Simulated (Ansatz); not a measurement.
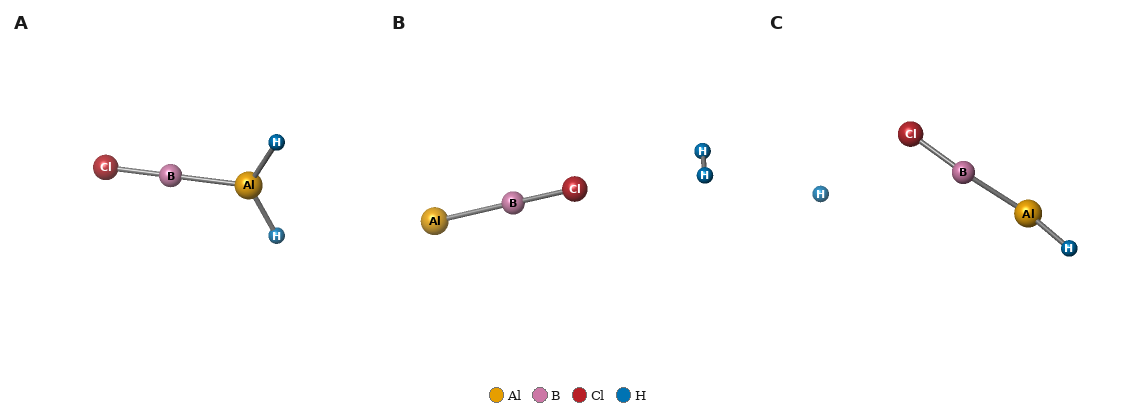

3 stationary structures of one formula. Charge 0, doublet. Geometries: PBE0-D4/def2-TZVP. Electronic energies: r2SCAN-D4/def2-TZVPP (Ansatz 0.2.0), without zero-point energy. No frequency run is at hand to confirm each as a minimum.

Which structure is the most stable?

A is lowest; B lies 1.481 eV above it, C lies 3.193 eV above it (C1).

The determinant isn't a pure spin state (⟨S²⟩ up to 1.76).
